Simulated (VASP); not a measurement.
Band structure of GeMo (relaxed from the CsCl structure, space group Pm-3m). All values below come from r2SCAN meta-GGA, VASP's PBE PAW potentials (set 64) (plane waves; VASP).

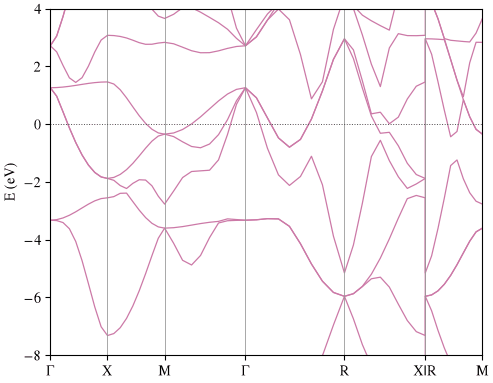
Bands along high-symmetry lines, zero at the valence-band maximum or, without a gap, the Fermi level

### Question
Read the plot: is there a gap, and where are the band edges?

### Answer
It has no gap at this level: it comes out as a metal or semimetal.

The structure was generated: GeMo was put into the CsCl type (Pm-3m), which need not be its known phase. It was relaxed first, which changed the volume by -6 %.
